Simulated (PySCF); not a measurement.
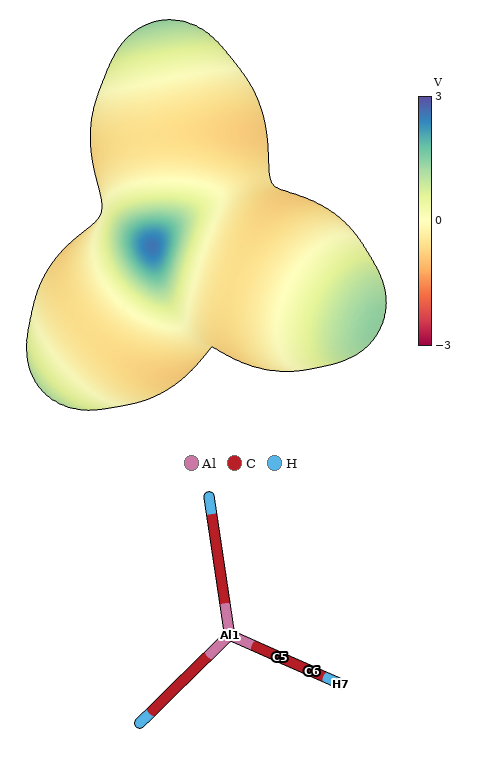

*C$_{6}$H$_{3}$Al (SMILES C#[C][Al]([C]#C)[C]#C). The molecular electrostatic potential painted on the density surface at 0.001 e/bohr³, seen at a tilt; red is negative and blue positive. The bare structure is drawn below in the same view.*

Geometry: PBE0-D3(BJ)/def2-SVP.

These are results of PBE0/pcSseg-1 Al:pcSseg-2, SCF density, gas phase, non-relativistic in PySCF 2.14.0, not measurements.

```yaml
atoms:
  - { symbol: Al, position_ang: [0.0044, -0.0047, -0.0063] }
  - { symbol: C, position_ang: [1.9054, -0.0178, -0.0244] }
  - { symbol: C, position_ang: [3.1265, -0.0278, -0.0353] }
  - { symbol: H, position_ang: [4.2028, -0.0367, -0.0460] }
  - { symbol: C, position_ang: [-0.9330, 1.6489, -0.0016] }
  - { symbol: C, position_ang: [-1.5314, 2.7133, 0.0099] }
  - { symbol: H, position_ang: [-2.0594, 3.6513, 0.0191] }
  - { symbol: C, position_ang: [-0.9445, -1.6518, 0.0070] }
  - { symbol: C, position_ang: [-1.5543, -2.7096, 0.0303] }
  - { symbol: H, position_ang: [-2.0919, -3.6418, 0.0519] }
```

Describe the electrostatic potential map.

Answer. The most negative region (about −0.8 V) lies over the C atoms, the most positive (about +2.4 V) over Al1.

How polar is the molecule by this calculation?

Answer. Its dipole moment is 0.04 D.
